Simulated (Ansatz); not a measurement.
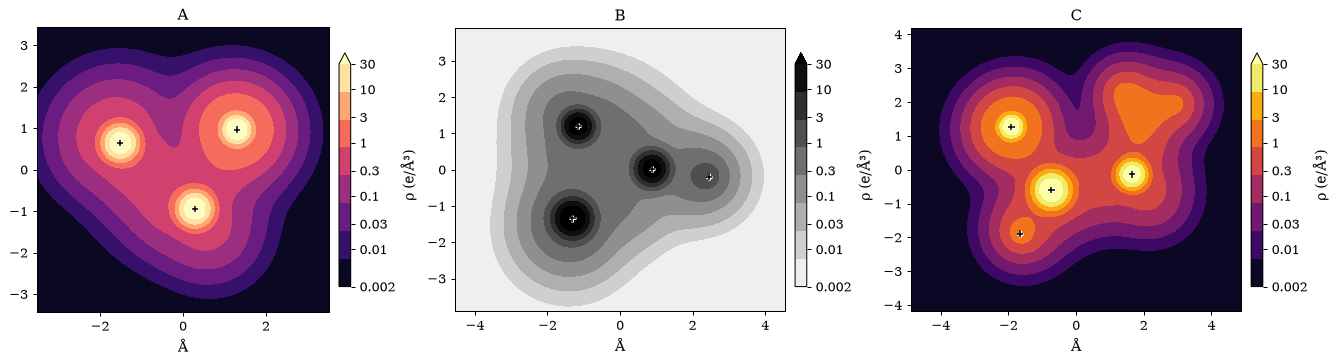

The electron density of 3 systems, each on a plane through atoms (crosses mark nuclei in the plane).

Level of theory: isolated molecule in a Gaussian basis; Kohn-Sham density functional theory, functional PBE0 (Ansatz).

System 1: Cl2H2Si2, the plane of atoms Cl2, Si3 and Si4. Geometry: B3LYP-D3(BJ)/def2-SVP.

```yaml
atoms:
  - { symbol: Cl, position_ang: [1.0990, -2.4631, 0.3695] }
  - { symbol: Cl, position_ang: [0.6963, 0.7012, -1.5758] }
  - { symbol: Si, position_ang: [-0.3895, 0.5416, 0.2861] }
  - { symbol: Si, position_ang: [1.7224, -0.4745, 0.7812] }
  - { symbol: H, position_ang: [-1.6387, -0.2193, 0.0055] }
  - { symbol: H, position_ang: [-0.7292, 1.9372, 0.6878] }
```

System 2: AlGeH5Si, the plane of atoms Al1, Ge2 and Si3. Geometry: r2SCAN-D4/def2-SVP.

```yaml
atoms:
  - { symbol: Al, position_ang: [-2.4362, 0.8353, 0.9944] }
  - { symbol: Ge, position_ang: [-1.8050, 0.3858, -1.4669] }
  - { symbol: Si, position_ang: [-1.2511, 2.4971, -0.1597] }
  - { symbol: H, position_ang: [-1.9158, 3.7042, -0.7321] }
  - { symbol: H, position_ang: [0.2198, 2.6902, 0.0007] }
  - { symbol: H, position_ang: [-3.1818, 0.1377, 2.2018] }
  - { symbol: H, position_ang: [-1.4329, -0.3634, 0.0455] }
  - { symbol: H, position_ang: [-3.2895, 0.5181, -0.5916] }
```

System 3: CH6ClGaSi (SMILES C[SiH2][GaH][Cl]), the plane of atoms Cl2, Ga3 and H10. Geometry: BLYP-D3(BJ)/def2-SVP.

```
atom    x (Å)    y (Å)    z (Å)
   C   1.0585   0.5691   1.4661
  Cl   0.4294  -1.8322  -1.5455
  Ga  -0.7921  -2.2059   0.2607
  Si  -0.4573  -0.4768   1.9354
   H   1.9779  -0.0488   1.4903
   H   1.1886   1.4215   2.1627
   H   0.9458   0.9619   0.4365
   H  -0.2950  -1.0990   3.2958
   H  -1.7018   0.3700   1.9795
   H  -1.6677  -3.5192   0.1234
```

Which map belongs to which system?

Panel A is system 1, Cl2H2Si2: the plane holds Cl and Si. Si–Si (2.40 Å): ρ at the midpoint is about 0.57 e/Å³. Panel B is system 2, AlGeH5Si: the plane holds Al, Ge, Si and H. Al–Si (2.34 Å): the density is about 0.5 e/Å³ at the midpoint. Panel C is system 3, CH6ClGaSi: the plane holds Cl, Ga, Si and H. Ga–Cl (2.21 Å): the density is about 0.64 e/Å³ at the midpoint.
